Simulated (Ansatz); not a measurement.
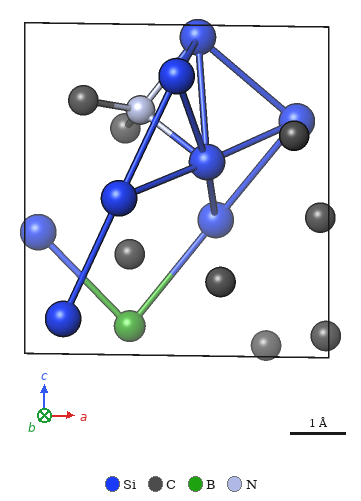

Starting frame of a dynamics run of an amorphous cell of composition Si8BC8N (18 atoms in the cell). The picture is a ball-and-stick view of the simulation cell, seen along the b axis. Bonds to atoms that aren't drawn are left out.

Computed with DFT PBE, scalar-relativistic, plane waves, PAW in Ansatz 0.2.0.

Input
```yaml
crystal:
  lattice:
    - [5.585875, -0.113316, -0.041111]
    - [-0.113316, 5.718932, -0.011328]
    - [-0.041111, -0.011328, 6.073038]
  atoms:
    - { symbol: Si, position: [0.6280578771, 0.8836976144, 0.4116544307] }
    - { symbol: Si, position: [0.4994220106, 0.1730946306, 0.8450554226] }
    - { symbol: Si, position: [0.309921452, 0.172298679, 0.4732110429] }
    - { symbol: Si, position: [0.5993349105, 0.4741360532, 0.5865848488] }
    - { symbol: Si, position: [0.5693819659, 0.5812148195, 0.963534776] }
    - { symbol: Si, position: [0.8948302162, 0.7371027297, 0.7132788162] }
    - { symbol: Si, position: [0.0441579893, 0.8805544094, 0.3672505313] }
    - { symbol: Si, position: [0.1260771746, 0.2246377983, 0.106003194] }
    - { symbol: C, position: [0.8858956688, 0.1429140556, 0.6698439657] }
    - { symbol: C, position: [0.7935093032, 0.9552043874, 0.0342272413] }
    - { symbol: C, position: [0.6438149229, 0.2713325841, 0.2242881761] }
    - { symbol: C, position: [0.9900748394, 0.6031118557, 0.0656724179] }
    - { symbol: C, position: [0.1925971055, 0.432549606, 0.7679076405] }
    - { symbol: C, position: [0.3450348462, 0.5652658268, 0.3043575729] }
    - { symbol: C, position: [0.3308952429, 0.8124777147, 0.6851291514] }
    - { symbol: C, position: [0.9721247102, 0.4497488562, 0.4231815312] }
    - { symbol: B, position: [0.345147187, 0.8978542187, 0.0871308286] }
    - { symbol: "N", position: [0.380267238, 0.5889859721, 0.7410537962] }
  symmetry: { detect: false }
basis:
  ecutwfc: 320
  xc_grid: 1
kpoints:
  mp_grid: { grid: [1, 1, 1], shift: [0.25, 0.25, 0.25] }
hamiltonian:
  xc: pbe
scf:
  occupations: { method: fermi_dirac, width: 0.3447 }
  lower_state_search: "off"
  convergence: { dr2_threshold: 1.0e-05 }
output:
  forces: true
  stress: true
md:
  timestep: 1.5
  n_steps: 24
  ensemble: nvt_langevin
  friction: 0.03
  temperature: 4000.0
  initial_velocities: maxwell_boltzmann
  seed: 22105
```

Launched with:
```bash
ansatz run input.yaml --threads 2 --pin off --max-ram 5120MiB --backend cpu --events-out ev --progress --plain --runs-dir out
```

### Predict how the run goes.

Over the second half the temperature averages 5842 K (spread ±307 K). That is above the set 4000 K, because the structure releases potential energy faster than the thermostat removes it. The potential energy is still drifting at the end, so the run hasn't reached equilibrium. The potential energy in the second half lies on average 359 meV per atom below the first frame. The mean pressure there is 13.1 GPa. In the second half of the run the atoms are, in the root-mean-square, this far from where they began (common drift taken out): C 0.69 Å, N 0.56 Å, B 0.53 Å, Si 0.47 Å. The run lasts only 36 fs, too short to tell vibration from diffusion. Bond changes: 3 C–C bonds form between 16.5 fs and 33 fs; one N–Si bond breaks at about 24 fs; one C–N bond breaks at about 32 fs; one Si–Si bond breaks at about 33 fs; one N–Si bond forms at about 36 fs.

Along the run (each row but the first and the last is the mean over the interval that it begins):

```
time (fs)  potential energy (meV/atom)  T (K)  p (GPa)
      0.0                          0.0   3778      4.0
      6.0                        -75.3   4136      2.6
     12.0                       -130.2   5299      6.8
     18.0                       -188.9   5710     11.9
     24.0                       -333.6   5659     13.2
     30.0                       -496.9   6050     13.7
     36.0                       -591.4   6272     15.7
```

The paths of the atoms:

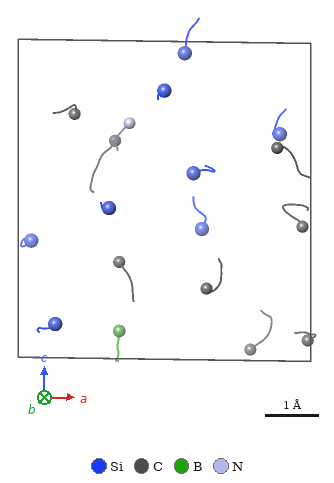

Limits of the set-up: the cutoff lies below the recommended one; the periodic images lie only 5.6 Å apart, so the values are limited by the cell's size.

Cost: 15 s on 2 threads of Arm Neoverse V1 (shared host), peak memory 0.32 GiB.
